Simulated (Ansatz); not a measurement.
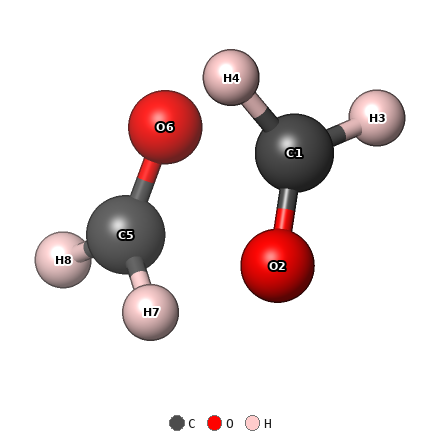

The system is the pair CH₂O···CH₂O; the picture shows the reference structure. 
- The turn is about an axis along (−0.77, −0.64, 0.02) in the frame of the relaxed pair, normal to the line between the partners.
- Coordinates scanned: (1) distance O6···C1; (2) turn of C1, O2, H3, H4 about its own atom C1.
- Grid: 15 × 15 points. At 23 points there is no value.
- Points are written as (first, second).
- Energies are in kJ/mol, from the lowest grid point.
- Energies and slopes of some neighbouring points disagree (a jump in structure or state, or too coarse a mesh).
- These are results of RKS PBE-D4/def2-SVPD (Ansatz), not measurements.

Its coordinates:

| atom | x (Å) | y (Å) | z (Å) |
| --- | --- | --- | --- |
| C | -0.0126 | -0.0338 | -1.4967 |
| O | 0.7496 | -0.9408 | -1.2098 |
| H | -1.1139 | -0.2005 | -1.6403 |
| H | 0.3470 | 1.0142 | -1.6804 |
| C | 0.0145 | 0.0321 | 1.5149 |
| O | -0.6355 | 0.7902 | 0.8216 |
| H | 0.6649 | -0.7627 | 1.0567 |
| H | -0.0141 | 0.1014 | 2.6341 |

Range: distance O6···C1 from 2.132 to 3.532 Å; turn of C1, O2, H3, H4 about its own atom C1 from −180 to 156°.

> What will the energy surface look like?

The lowest grid point is at (2.559 Å, −12°). Other grid points that lie below all their neighbours: (2.772 Å, 12°) (0.03 kJ/mol higher); (2.886 Å, −132°) (13 kJ/mol higher). The highest grid point, (2.294 Å, 60°), lies 731 kJ/mol above the lowest. At the highest point the unbonded atoms O2···C5 come to 1.64 Å, against 3.25 Å at the lowest; the sum of their van der Waals radii is about 3.3 Å.

```tsv
second ↓, first →	2.132	2.167	2.224	2.294	2.374	2.463	2.559	2.662	2.772	2.886	3.006	3.131	3.260	3.394	3.532
156	282	256	218	179	143	112	88	68	54	44	37	32	29	27	25
132	–	–	–	–	–	328	258	198	148	110	82	62	49	40	34
108	–	–	–	–	–	–	–	–	488	345	237	161	109	76	54
84	–	–	–	–	–	–	–	534	378	261	175	116	77	53	37
60	–	–	–	731	571	429	313	221	151	102	67	44	30	22	17
36	406	363	300	236	179	130	91	62	41	27	18	13	10	9	10
12	47	39	29	19	11	6	2	0	0	1	2	3	5	7	9
−12	15	12	8	5	2	1	0	0	1	3	4	6	7	9	10
−36	61	54	45	35	27	20	15	12	10	9	9	10	10	11	12
−60	118	105	87	69	53	40	29	22	17	14	13	12	12	12	13
−84	140	124	103	81	62	46	34	25	19	16	14	13	13	13	14
−108	113	100	83	65	49	37	28	21	17	14	13	13	13	14	14
−132	68	60	49	39	30	23	18	15	13	13	13	13	14	15	16
−156	49	44	37	31	25	21	18	16	15	15	15	16	16	17	18
−180	97	88	76	64	53	44	37	31	27	24	23	22	21	21	21
```

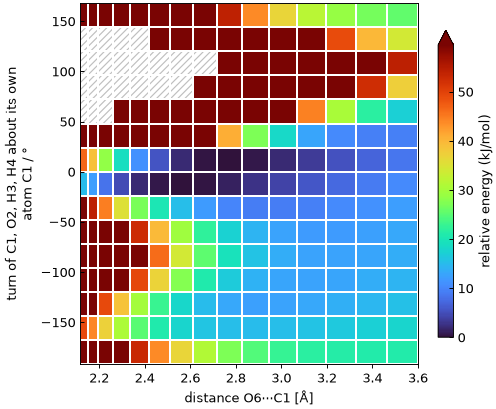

Drawn: one coloured cell a grid point, one colour for all values above the top of the scale, hatched blanks where no value was computed.

Time for the 202 points that were run: 12 min on 1 thread of Arm Neoverse V1, on a shared host.
